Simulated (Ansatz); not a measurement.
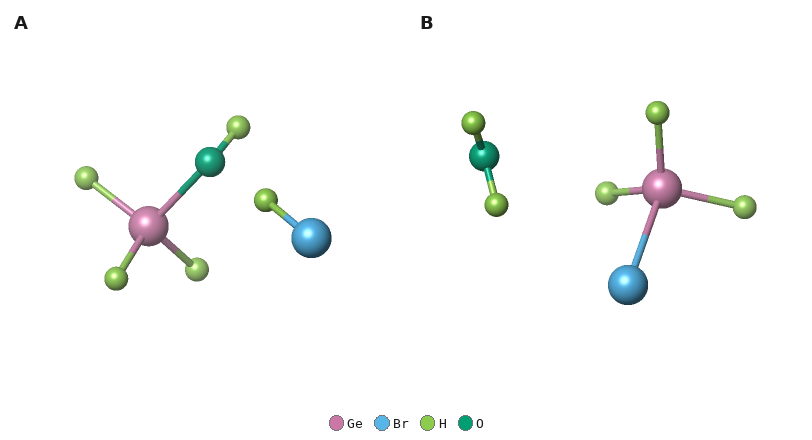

2 stationary structures of one formula. Geometries: PBE0-D4/def2-TZVP. Electronic energies: CCSD(T)/CBS (MP2 limit from def2-TZVPP and def2-QZVPP plus CCSD(T) − MP2) (Ansatz 0.2.0), without zero-point energy. Each is one conformer, not always the lowest.

Which is lowest in energy, and by how much?

Answer. B is lowest (C1, a minimum); A lies 13.1 kcal/mol above it (C1, a minimum).

Give E(B) − E(A) in kcal/mol at these levels too: B2PLYP (frozen core)/def2-TZVPP; PBE0-D4/def2-TZVP; PBE-QIDH (frozen core)/def2-TZVPP; CCSD(T)/CBS (MP2 limit from def2-TZVPP and def2-QZVPP plus CCSD(T) − MP2); CAM-B3LYP-D4/def2-TZVPP; PBE-D4/STO-3G; PBE0-D4/def2-TZVPP; RHF-CCSD(T) (frozen core)/def2-TZVPP.

```json
{"level": "B2PLYP (frozen core)/def2-TZVPP", "E(B) − E(A) (kcal/mol)": "−11.4"}
{"level": "PBE0-D4/def2-TZVP", "E(B) − E(A) (kcal/mol)": "−12.6"}
{"level": "PBE-QIDH (frozen core)/def2-TZVPP", "E(B) − E(A) (kcal/mol)": "−13.0"}
{"level": "CCSD(T)/CBS (MP2 limit from def2-TZVPP and def2-QZVPP plus CCSD(T) − MP2)", "E(B) − E(A) (kcal/mol)": "−13.1"}
{"level": "CAM-B3LYP-D4/def2-TZVPP", "E(B) − E(A) (kcal/mol)": "−10.8"}
{"level": "PBE-D4/STO-3G", "E(B) − E(A) (kcal/mol)": "+5.2"}
{"level": "PBE0-D4/def2-TZVPP", "E(B) − E(A) (kcal/mol)": "−13.2"}
{"level": "RHF-CCSD(T) (frozen core)/def2-TZVPP", "E(B) − E(A) (kcal/mol)": "−11.9"}
```
